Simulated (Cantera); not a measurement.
Input: 1 mol AlN, a varied amount of H2, at 2077 °C and 0.100 bar.

Equilibrium computed with Cantera from the NASA thermochemical tables; the gas is ideal and each condensed phase is pure. Candidate condensed phases: Al, AlN; 13 gas species. Equilibrium is a limit: real reactors are often held back by kinetics, nucleation or transport.

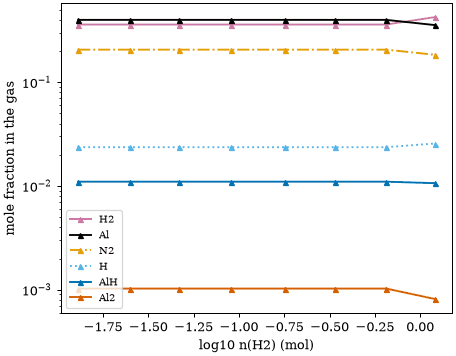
*Equilibrium gas composition (values under 1e-9 drawn at 1e-9)*

Q: Read off the mole fractions at 0.047 mol H2.

A: Al about 0.40, H2 about 0.36, N2 about 0.21, H about 0.024, AlH about 0.011, Al2 about 0.0010.
